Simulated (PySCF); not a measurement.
# CH7InO (SMILES C[OH+][InH3-]): levels of theory compared

Aim: a comparison of 3 runs (BP86/def2-SVP, PBE0/def2-SVP, MP2/def2-SVP) of CH7InO. Input form: a Python script.

Program for the calculation: PySCF 2.14.0.

## 1. The system as given

The species is CH7InO (10 atoms), meant as a singlet with charge 0. As SMILES, `C[OH+][InH3-]`. The coordinates come from a PBE0-D4/def2-TZVP relaxation.

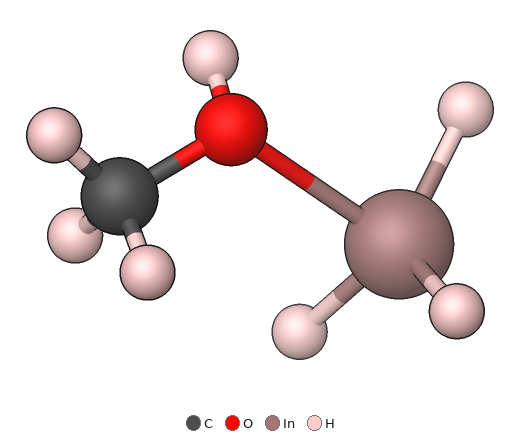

The structure, seen from a chosen angle (carbon dark grey, oxygen red, indium brown, hydrogen pink).

## 2. Energy and forces at BP86/def2-SVP (core potential) (run 1)

The input, run.py:

```python
import pyscf.grad
from pyscf import gto, dft

mol = gto.M(
    atom='''
C       -1.232400       0.686200      -0.479400
O        0.127900       0.837900      -0.081500
In       1.279900      -1.097400       0.739200
H       -1.327400      -0.016400      -1.311200
H       -1.766800       0.290000       0.382500
H       -1.661200       1.653400      -0.750800
H        0.633200       1.234300      -0.797000
H        0.573400      -2.157900      -0.442400
H        0.621200      -1.073300       2.336400
H        2.835000      -0.407900       0.407200
''',
    max_memory=1860,
    basis='def2-svp',
    ecp={'In': 'def2-svp'},
    verbose=4,
)

ks = dft.RKS(mol)
ks.xc = 'bp86'
ks.conv_tol = 1e-10
ks.grids.level = 5
ks.kernel()
if not ks.converged:
    ks = ks.newton().run(ks.mo_coeff, ks.mo_occ)

e_final = ks.e_tot
print('E(%s) = %.9f' % ('BP86', e_final))
grad = ks.Gradients().kernel()
dip = ks.dip_moment()
pop, q = ks.mulliken_pop()
```

Started as:

```bash
$ OMP_NUM_THREADS=1 python run.py
```

Log:

```text
PySCF version 2.14.0

[... 83 lines left out ...]
converged SCF energy = -307.650928776121
[... 13 lines left out ...]
Dipole moment(X, Y, Z, Debye): -2.11719,  2.50155, -2.27983
[... 100 lines left out ...]
charge of    9H =     -0.12522
```

Wall time 35 s (1 thread of Arm Neoverse V2, shared host); peak memory 0.87 GiB.

## 3. Energy and gradient at PBE0/def2-SVP (core potential) (run 2)

The input, input.py:

```python
import pyscf.grad
from pyscf import gto, dft

mol = gto.M(
    atom='''
C   -1.232400   0.686200  -0.479400
O    0.127900   0.837900  -0.081500
In   1.279900  -1.097400   0.739200
H   -1.327400  -0.016400  -1.311200
H   -1.766800   0.290000   0.382500
H   -1.661200   1.653400  -0.750800
H    0.633200   1.234300  -0.797000
H    0.573400  -2.157900  -0.442400
H    0.621200  -1.073300   2.336400
H    2.835000  -0.407900   0.407200
''',
    spin=0,
    basis='def2-svp',
    verbose=4,
    ecp={'In': 'def2-svp'},
    max_memory=1860,
)

mf = dft.RKS(mol, xc='pbe0')
mf.grids.level = 5
mf.conv_tol = 1e-10
mf.kernel()
if not mf.converged:
    mf = mf.newton().run(mf.mo_coeff, mf.mo_occ)

e_final = mf.e_tot
print('E(%s) = %.9f' % ('PBE0', e_final))
grad = mf.Gradients().kernel()
mf.analyze()
```

Started as:

```bash
$ OMP_NUM_THREADS=1 python input.py
```

Log:

```text
PySCF version 2.14.0

[... 106 lines left out ...]
MO #5   energy= -3.07420441439224  occ= 2
[... 11 lines left out ...]
MO #17  energy= -0.421347420397968 occ= 2
[... 11 lines left out ...]
MO #29  energy= 0.13774018324987   occ= 0
[... 11 lines left out ...]
MO #41  energy= 0.499193702497661  occ= 0
[... 11 lines left out ...]
MO #53  energy= 1.10835902810119   occ= 0
[... 11 lines left out ...]
MO #65  energy= 1.66788301244778   occ= 0
[... 11 lines left out ...]
MO #77  energy= 2.37508933486189   occ= 0
[... 11 lines left out ...]
MO #89  energy= 61.1949110161065   occ= 0
[... 102 lines left out ...]
Dipole moment(X, Y, Z, Debye): -2.11921,  2.43120, -2.30345
```

It took 31 s on 1 thread of Arm Neoverse V2, shared host; peak memory 0.87 GiB.

## 4. Energy and forces at MP2/def2-SVP (core potential) (run 3)

The input, input.py:

```python
from pyscf import gto, scf, mp

molecule = gto.Mole()
molecule.atom = '''
C   -1.232400   0.686200  -0.479400
O    0.127900   0.837900  -0.081500
In   1.279900  -1.097400   0.739200
H   -1.327400  -0.016400  -1.311200
H   -1.766800   0.290000   0.382500
H   -1.661200   1.653400  -0.750800
H    0.633200   1.234300  -0.797000
H    0.573400  -2.157900  -0.442400
H    0.621200  -1.073300   2.336400
H    2.835000  -0.407900   0.407200
'''
molecule.basis = 'def2-svp'
molecule.spin = 0
molecule.charge = 0
molecule.verbose = 4
molecule.ecp = {'In': 'def2-svp'}
molecule.max_memory = 1860
molecule.build()

calc0 = scf.RHF(molecule)
calc0.conv_tol = 1e-10
calc0.kernel()
if not calc0.converged:
    calc0 = calc0.newton().run(calc0.mo_coeff, calc0.mo_occ)

pt = mp.MP2(calc0, frozen=6).run()
energy = pt.e_tot
print('E(%s) = %.9f' % ('MP2', energy))
grad = pt.nuc_grad_method().kernel()
dip = calc0.dip_moment()
pop, q = calc0.mulliken_pop()
```

Started as:

```bash
$ OMP_NUM_THREADS=1 python input.py
```

Log:

```text
PySCF version 2.14.0

[... 66 lines left out ...]
converged SCF energy = -305.881027324142
[... 17 lines left out ...]
Dipole moment(X, Y, Z, Debye): -2.23163,  2.39319, -2.41358
[... 100 lines left out ...]
charge of    9H =     -0.22765
```

It took 12 s on 1 thread of Arm Neoverse V2, shared host; peak memory 0.74 GiB.

## 5. The series

```csv
run,level,integration grid,frozen core orbitals,energy (Eh),dipole moment (D) of the reference,HOMO energy (eV),LUMO energy (eV),wall time
1,BP86/def2-SVP (core potential),5,–,-307.650929,3.99,-6.28,-1.16,35 s
2,PBE0/def2-SVP (core potential),5,–,-307.399059,3.96,-7.37,-0.36,31 s
3,MP2/def2-SVP (core potential),–,6,-306.326779,4.07,-10.26,2.29,12 s
```

## 6. Summary of results

```
                                          quantity          value
                               run 3: total energy  -306.32678 Eh
       run 3: dipole moment (Hartree–Fock density)         4.07 D
        run 3: HOMO energy (Hartree–Fock orbitals)      -10.26 eV
        run 3: LUMO energy (Hartree–Fock orbitals)        2.29 eV
      run 3: HOMO–LUMO gap (Hartree–Fock orbitals)       12.55 eV
run 3: correlation energy (6 core orbitals frozen)     -445.8 mEh
                   run 3: largest force on an atom     0.322 eV/Å
```

**Reading.** Totals of different functionals can't be ranked against each other. All runs together took 77 s, the longest 35 s.
